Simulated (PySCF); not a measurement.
**C₂H₇Si₂, doublet, SMILES `C=[C][SiH2][SiH3]`: what the electrons do**

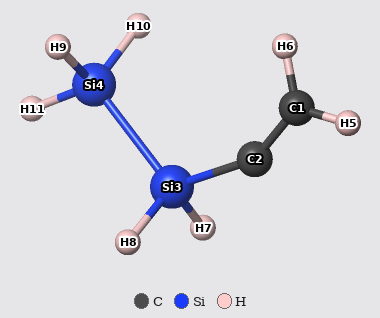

The molecule, with its atoms numbered as below. No frequency check shows the geometry to be a minimum.

Geometry (Å), atoms numbered from 1:

```
C1       2.4481    0.8775   -0.0004
C2       1.6862   -0.1707    0.0013
Si3      0.0414   -0.9579   -0.0004
Si4     -1.7496    0.5318    0.0003
H5       3.5302    0.8024    0.0022
H6       2.0829    1.9043   -0.0044
H7      -0.0040   -1.8211   -1.1903
H8      -0.0046   -1.8241    1.1872
H9      -1.7844    1.3298    1.2286
H10     -1.6635    1.4743   -1.1180
H11     -3.0478   -0.1405   -0.1097
```

Part 1: Electrostatic potential

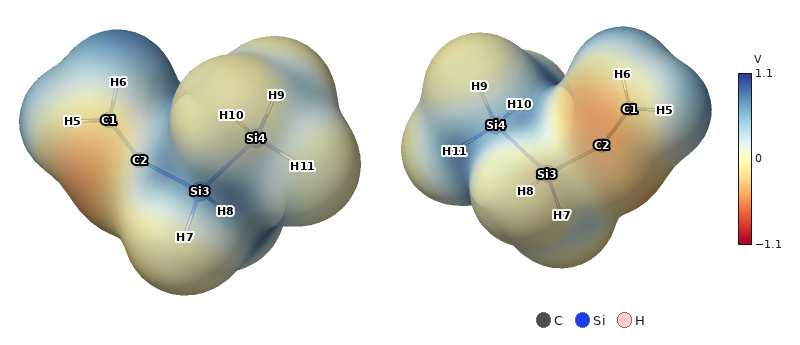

Electrostatic potential on the surface of electron density 0.001 a.u. (back view left, front view right).

Method: HF/6-311+G**; geometry: GFN2-xTB; program: PySCF. The stability of the open-shell solution wasn't checked. GFN2-xTB doesn't know the spin state, so this open-shell geometry is rough.

Where are the extremes of the potential on the surface?

Answer. Highest: 1.03 V, near Si3 (2.14 Å), H11 (2.17 Å), H8 (2.19 Å) and H7 (2.21 Å). Further maxima include 0.82 V, off the Si3–H7 bond (2.1 Å from its atoms). Lowest: −0.51 V, off the C1–C2 bond (2.2 Å from its atoms), and at like points elsewhere. Further minima include −0.09 V, 1.5 Å from H9, and at like points elsewhere; −0.07 V, 1.5 Å from H11. The surface is sampled at points, so like sites can differ by a few per cent and only the strongest of them is named.

Part 2: Spin density

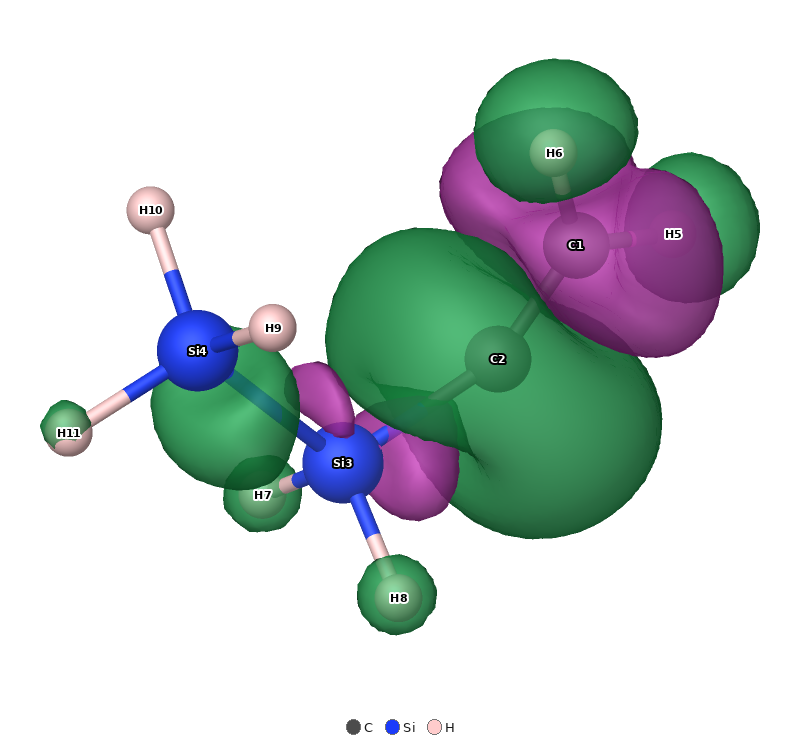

Spin density ρα − ρβ at ±0.01 e/Å³ (green: excess α, purple: excess β).

Give the atomic spin populations that go with this picture.

Answer. Hirshfeld spin populations: C2 +0.98, Si3 +0.10 and Si4 +0.04. Spin polarisation leaves negative spin on C1 (−0.22). ⟨S²⟩ = 0.92, against 0.75 for a pure state. The picture also shows regions of β spin from spin polarisation; the Hirshfeld sums, whose atoms overlap, net them against the α spin of neighbours.

Part 3: In an electric field

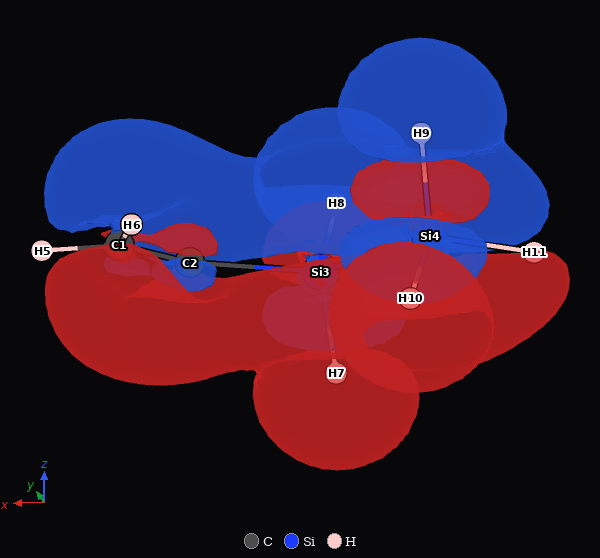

Change of the electron density in a uniform field of 0.26 V/Å, surfaces at ±0.0008 e/Å³ (red: gain, blue: loss).

Computed with PySCF, CAM-B3LYP/6-31+G*, geometry: GFN2-xTB. The basis has diffuse s and p functions alone, which still leaves polarisabilities too small, most of all across bonds. The stability of the open-shell solution wasn't checked. GFN2-xTB doesn't know the spin state, so this open-shell geometry is rough.

Along which Cartesian direction does the field point?

Answer. Along +z: electrons gather on the −z side, against the field.

What dipole is induced, and what polarisability does it imply?

Answer. The induced dipole is 0.74 D (along the field); α along this axis, from the fields in both directions, is 58 bohr³ (8.6 Å³).

Which atoms gain and lose the most charge?

Answer. Electrons gather most on H7 (Hirshfeld charge changes by −0.010 e) and leave H9 most (+0.011 e); 0.070 electrons are displaced in all.

Part 4: Removing or adding an electron

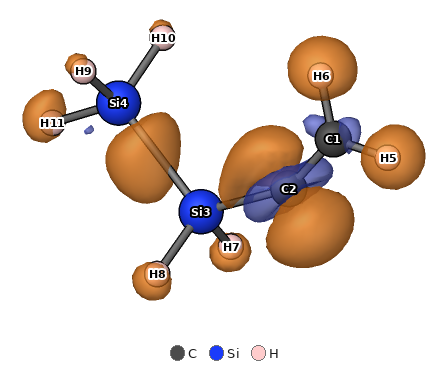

Fukui function f⁻ = ρ(N) − ρ(N−1) at fixed geometry, surfaces at ±0.03 e/Å³ (orange positive, blue negative).

Computed with PySCF, PBE/def2-SVPD, geometry: GFN2-xTB. GFN2-xTB doesn't know the spin state, so this open-shell geometry is rough.

On which atoms does the density change most on removal of an electron?

Answer. f⁻ (Hirshfeld-condensed) is largest on C2 (0.22) and Si4 (0.13); the vertical ionisation energy is 7.95 eV (to the singlet cation, which needn't be its lowest state). Condensed values hint at sites of electrophilic attack but needn't mark the atom that reacts. Orbital relaxation makes it negative in places (0.19 e in all).

The PySCF runs shown took 3.9 s, 39 s and 58 s on 1 thread of Intel(R) Xeon(R) Platinum 8488C (Sapphire Rapids) (shared host).
